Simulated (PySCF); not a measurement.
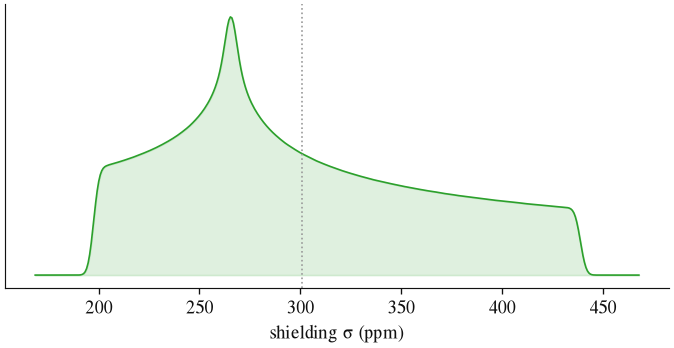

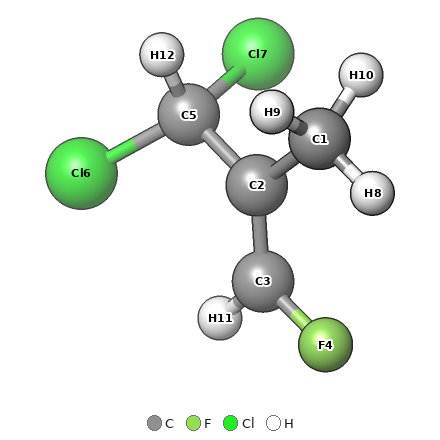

Static powder pattern (¹⁹F) from GIAO shielding tensors of C₄H₅Cl₂F, SMILES C/C(=C\F)C(Cl)Cl, PBE0/pcSseg-1 in PySCF, at a GFN2-xTB geometry (no frequency check); absolute shielding, one fixed geometry of the isolated molecule without any motion, no dipolar terms. The dotted line is the isotropic value; skew is 3(σiso − σ22)/span.

> The pattern belongs to F4. Give the principal values, span and skew.

F4: σ11, σ22, σ33 = 197, 266, 439 ppm, isotropic 301, span 242 ppm, skew 0.44.

Known limits of this run: the tight-binding geometry is rougher than a DFT one and adds to the error; one conformer of a flexible molecule.
